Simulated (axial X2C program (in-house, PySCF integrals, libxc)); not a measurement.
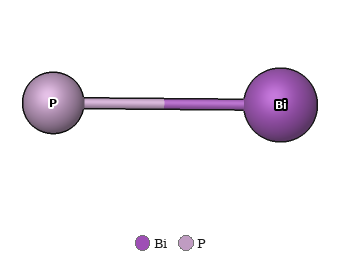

Figure 1. The molecule at the reference distance of 2.401 Å.

## Run report: BiP⁻, relativistic diatomic calculation

BiP⁻, single determinant with Ω = 1/2. The distance is the PBE0 minimum at charge −1. Computed at this level: expectation values, HF and Kohn-Sham, two-component X2C with atomic mean-field Coulomb and Gaunt terms, Bi dyall-acv3z, P dyall-av3z (cores contracted) (axial X2C program (in-house, PySCF integrals, libxc)).

## The input
```
{"zs": [83, 15], "q": -1, "bas": ["dyall-acv3z", "dyall-av3z"], "r0": 2.43, "levels": ["PBE0", "HF", "PBE", "PBE50", "r2SCAN"], "nst": 3}
```

The line is the task of a batch: nuclear charges, charge, bases, the levels to run, a first guess of the distance and further settings. This report covers the levels named above. The log is that of the reference distance.

Hardware: 1 thread of Arm Neoverse V2, 24 GiB of memory available, shared host.

Launched within a batch (the task file carries these settings):
```bash
python <driver script> task.json out
```

## Log
```
two-component X2C + atomic mean field  PBE0
basis functions 233  fitting functions 1249  grid points 5082
iter        total energy     max residual
   1     -21883.165889034     2.94e+01
   2     -21884.628125083     1.38e+01
   3     -21884.993005567     2.57e+00
   4     -21885.015650931     1.43e+00
   5     -21885.016553126     7.07e-01
   6     -21885.025013834     4.43e-01
   7     -21885.025593552     2.11e-01
   8     -21885.025774279     2.73e-02
   9     -21885.025781508     2.92e-02
  10     -21885.025786444     1.21e-03
  11     -21885.025786555     1.52e-03
  12     -21885.025786590     3.83e-04
  13     -21885.025786596     1.79e-04
  14     -21885.025786598     5.81e-05
  15     -21885.025786599     1.41e-04
  16     -21885.025786600     1.25e-04
  17     -21885.025786600     2.06e-05
  18     -21885.025786600     1.41e-05
  19     -21885.025786600     3.49e-06
converged
one-electron -30465.11687040  Coulomb 8753.80216650  exact exchange -105.08908468  xc functional -321.88114264  nuclear repulsion 274.39634635  atomic mean-field constant -21.13720174
```

## Expectation values by level of theory

```
                                             quantity    PBE0      HF     PBE   PBE50  r2SCAN
effective field for an electron dipole moment (GV/cm)    6.93    1.06    9.48    4.31    6.30
           field gradient at the first nucleus (a.u.)   −1.74    1.13   −1.97   −1.23   −1.71
          field gradient at the second nucleus (a.u.)  −0.242  −0.648  −0.185  −0.308  −0.237
                           A∥/gI, first nucleus (MHz)    2660     529    3110    2060    3210
                          A∥/gI, second nucleus (MHz)     392     144     399     354     313
```

Each column comes from one determinant, in a basis with contracted cores. The levels disagree widely: the effective field runs from 1.06 to 9.48 GV/cm, A∥/gI at the first nucleus runs from 529 to 3210 MHz, A∥/gI at the second nucleus runs from 144 to 399 MHz, the field gradient at the first nucleus runs from −1.97 to 1.13 a.u. and the field gradient at the second nucleus runs from −0.648 to −0.185 a.u. They may not all have settled in the same state, and these values aren't reliable properties of the molecule.

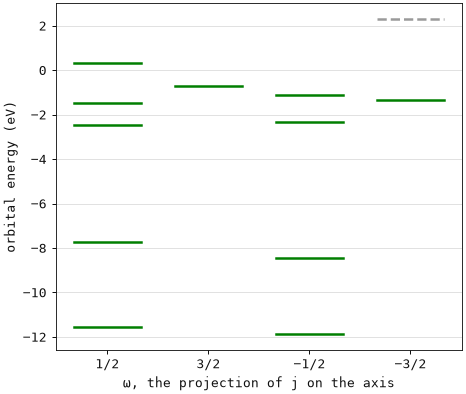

Figure 2. Orbital energies (PBE0) near the frontier at 2.40 Å, filled (solid) and empty (dashed). The highest filled spinor (1/2; 38 % Bi p, 35 % P p) lies at 0.31 eV, the lowest empty one (−3/2; 58 % Bi p, 15 % P p) at 2.30 eV. A filled level above zero is held only by the finite basis .

## Summary

- outcome: converged; the levels of theory disagree widely; a filled level lies above zero
- wall time: 7.5 s
- peak memory: 0.48 GiB

## Notes

The highest filled level (PBE0, up to 0.31 eV) lies above zero. That is common for anions, where the functional's self-interaction leaves the outer electrons unbound; only the finite basis holds them, so such levels depend on it.
